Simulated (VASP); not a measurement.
Band structure of Cs (bcc). These are vdW-DF2, VASP's PBE PAW potentials (set 64) (plane waves; VASP 6.6.1) values and carry that method's errors.

Unless said otherwise, spin-orbit coupling is left out, though it shifts the bands of the heavy elements here.

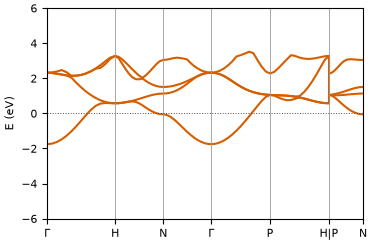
Figure: Bands along high-symmetry lines, zero at the valence-band maximum or, without a gap, the Fermi level

### Question
Read the plot: is there a gap, and where are the band edges?

### Answer
It has no gap at this level: it comes out as a metal or semimetal. (Edges off the drawn lines would not show.)

The compound is Cs in the bcc structure. It was relaxed first, which changed the volume by -6 %.
